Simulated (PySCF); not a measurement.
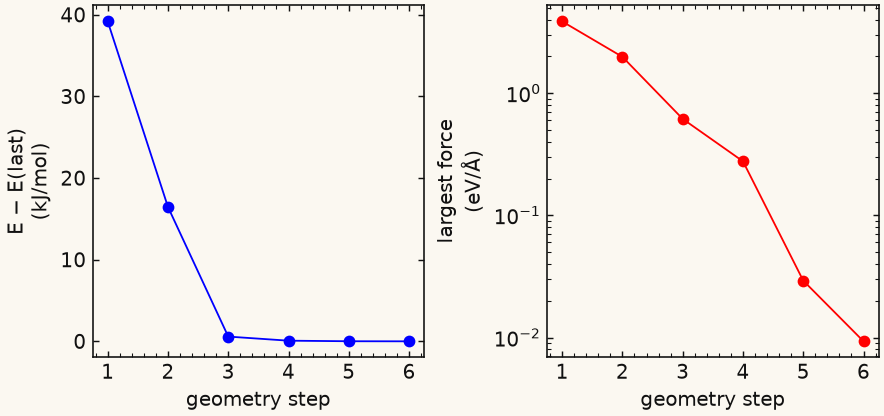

History of a geometry optimisation. The run: [OsO3N]- (SMILES [N]#[Os-](=[O])(=[O])=[O]) (charge −1), by PBE0-D3(BJ)/def2-SVP, geometry optimisation (PySCF).

The optimisation met its thresholds at geometry 6, counting the start as the first. The energy fell by about 39 kJ/mol from the first step to the last. The largest force goes from about 3.9 eV/Å at the start to 9 × 10⁻³ eV/Å at the end.
